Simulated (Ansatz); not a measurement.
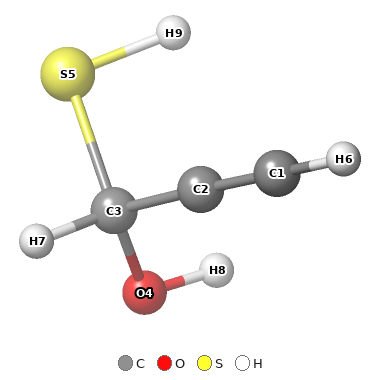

The system is C₃H₄OS, SMILES C#CC(O)S; the picture shows the reference structure. First axis: angle C1–C2–C3 (carried through 180). Second axis: change of the bonds C2–C1, C2–C3, all alike. Nothing is relaxed (all other coordinates rigid). The scan uses a 15 × 15 grid. Points are written as (first, second). Energies are in eV, from the relaxed molecule at the same level. These are results of Ansatz 0.2.0, RKS PBE-D4/def2-SVP, not measurements.

Its coordinates:

```yaml
atoms:
  - { symbol: C, position_ang: [-0.3633, 1.4331, -1.3452] }
  - { symbol: C, position_ang: [0.1235, 0.6263, -0.5647] }
  - { symbol: C, position_ang: [0.6541, -0.3957, 0.3377] }
  - { symbol: O, position_ang: [0.5418, -1.6956, -0.1715] }
  - { symbol: S, position_ang: [-0.0779, -0.1562, 2.0480] }
  - { symbol: H, position_ang: [-0.7801, 2.1591, -2.0295] }
  - { symbol: H, position_ang: [1.7368, -0.2244, 0.5159] }
  - { symbol: H, position_ang: [-0.3950, -1.8329, -0.4127] }
  - { symbol: H, position_ang: [-1.3515, 0.0400, 1.6046] }
```

Range: angle C1–C2–C3 (carried through 180) from 140.0 to 220.0°; change of the bonds C2–C1, C2–C3, all alike from −0.148 to 0.228 Å.

Q: What landscape does the calculation give?

A: The lowest grid point is at (174.3°, 0.013 Å), 0.012 eV from the relaxed molecule at the same level. It is the only kind of minimum in the scanned range. The highest grid point, (220.0°, −0.148 Å), lies 2.81 eV above the lowest. Round the minimum the two coordinates are nearly uncoupled.

| second ↓, first → | 140.0 | 145.7 | 151.4 | 157.1 | 162.9 | 168.6 | 174.3 | 180.0 | 185.7 | 191.4 | 197.1 | 202.9 | 208.6 | 214.3 | 220.0 |
| --- | --- | --- | --- | --- | --- | --- | --- | --- | --- | --- | --- | --- | --- | --- | --- |
| 0.228 | 2.32 | 2.29 | 2.28 | 2.27 | 2.26 | 2.26 | 2.27 | 2.28 | 2.29 | 2.30 | 2.32 | 2.33 | 2.35 | 2.38 | 2.41 |
| 0.201 | 1.94 | 1.90 | 1.88 | 1.86 | 1.85 | 1.85 | 1.85 | 1.86 | 1.87 | 1.89 | 1.90 | 1.93 | 1.96 | 1.99 | 2.03 |
| 0.175 | 1.60 | 1.55 | 1.51 | 1.49 | 1.47 | 1.47 | 1.47 | 1.48 | 1.49 | 1.51 | 1.53 | 1.56 | 1.60 | 1.64 | 1.69 |
| 0.148 | 1.27 | 1.21 | 1.17 | 1.14 | 1.12 | 1.11 | 1.10 | 1.11 | 1.13 | 1.15 | 1.17 | 1.21 | 1.25 | 1.31 | 1.37 |
| 0.121 | 0.99 | 0.92 | 0.86 | 0.82 | 0.79 | 0.78 | 0.78 | 0.78 | 0.80 | 0.82 | 0.85 | 0.90 | 0.95 | 1.01 | 1.09 |
| 0.094 | 0.75 | 0.67 | 0.60 | 0.55 | 0.52 | 0.50 | 0.49 | 0.50 | 0.51 | 0.54 | 0.58 | 0.63 | 0.69 | 0.76 | 0.85 |
| 0.067 | 0.57 | 0.47 | 0.40 | 0.34 | 0.30 | 0.27 | 0.26 | 0.27 | 0.29 | 0.32 | 0.36 | 0.41 | 0.48 | 0.57 | 0.67 |
| 0.040 | 0.46 | 0.34 | 0.26 | 0.19 | 0.14 | 0.11 | 0.10 | 0.10 | 0.12 | 0.15 | 0.20 | 0.27 | 0.35 | 0.44 | 0.56 |
| 0.013 | 0.42 | 0.30 | 0.20 | 0.12 | 0.06 | 0.03 | 0.01 | 0.01 | 0.03 | 0.07 | 0.12 | 0.20 | 0.28 | 0.39 | 0.52 |
| −0.013 | 0.47 | 0.33 | 0.22 | 0.14 | 0.07 | 0.03 | 0.01 | 0.01 | 0.04 | 0.08 | 0.13 | 0.21 | 0.31 | 0.43 | 0.57 |
| −0.040 | 0.63 | 0.48 | 0.36 | 0.26 | 0.19 | 0.14 | 0.12 | 0.12 | 0.14 | 0.18 | 0.25 | 0.34 | 0.44 | 0.58 | 0.73 |
| −0.067 | 0.92 | 0.75 | 0.61 | 0.51 | 0.43 | 0.37 | 0.35 | 0.34 | 0.37 | 0.41 | 0.48 | 0.58 | 0.70 | 0.84 | 1.02 |
| −0.094 | 1.34 | 1.16 | 1.01 | 0.90 | 0.81 | 0.75 | 0.72 | 0.71 | 0.74 | 0.79 | 0.86 | 0.97 | 1.10 | 1.26 | 1.44 |
| −0.121 | 1.94 | 1.74 | 1.58 | 1.45 | 1.35 | 1.29 | 1.25 | 1.25 | 1.27 | 1.32 | 1.41 | 1.52 | 1.66 | 1.83 | 2.04 |
| −0.148 | 2.72 | 2.51 | 2.34 | 2.20 | 2.09 | 2.01 | 1.97 | 1.97 | 1.99 | 2.05 | 2.14 | 2.27 | 2.42 | 2.60 | 2.82 |

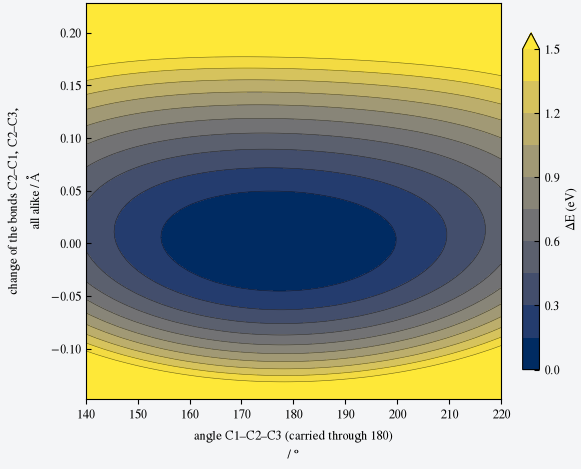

Drawn: filled contours, one colour for all values above the top of the scale. Between grid points the surface is interpolated.

Time for the 225 points that were run: 15 min on 1 thread of Arm Neoverse V1, on a shared host.
